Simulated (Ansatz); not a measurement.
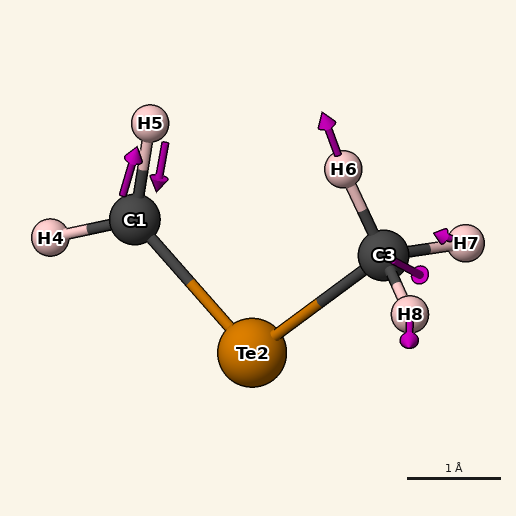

Arrows show the forces on the atoms, 0.6 Å of arrow for 1 eV/Å; forces under a tenth of the largest aren't drawn. Charge +1, singlet. Level of theory: PBE-D4/def2-TZVPP (Ansatz 0.2.0).

> On which atom is the force largest, and how large is it?

On C3: 1.76 eV/Å.

List the force components in the frame of the picture (x right, y up, z towards the viewer), in eV/Å.

```
atom     Fx     Fy     Fz
  C1   0.26   0.89   0.56
 Te2  −0.17  −0.03   0.01
  C3   0.62  −0.33  −1.62
  H4   0.09  −0.05  −0.09
  H5  −0.16  −0.91  −0.34
  H6  −0.29   0.79   0.43
  H7  −0.34   0.11   0.20
  H8  −0.01  −0.47   0.85
```
